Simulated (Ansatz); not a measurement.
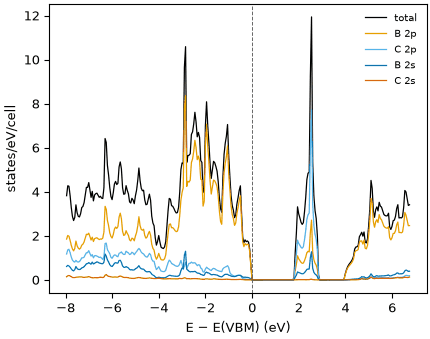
Figure. Total and projected density of states of B4C in space group R-3m (No. 166; B on 18h, B on 18h, C on 6c, C on 3b), plane-wave PAW r²SCAN (Ansatz code)

Task: Which orbitals carry the states next to the gap?

Result: Top 1 eV of the valence band: B 2p 89 %, B 2s 5 %. Bottom 1 eV of the conduction band: C 2p 61 %, B 2p 26 %, B 2s 10 %. Projections are on Löwdin-orthogonalised atomic valence shells; empty p or d shells of many metals are not among them.

Task: Where is the tallest occupied peak in this window, and what makes it?

Result: Near -2.9 eV, about 11 states/eV per cell; the largest projected share is B 2p.

The first step of the workflow began from a Materials Project structure, measured or hypothetical; the Crystallography Open Database copy checked does not list it. Whether it is the stable phase at ambient conditions was not checked. The cell was relaxed with r²SCAN under the symmetry of its start; its stability against distortions is not shown here.

Potentials: the later of the program's two PAW sets.
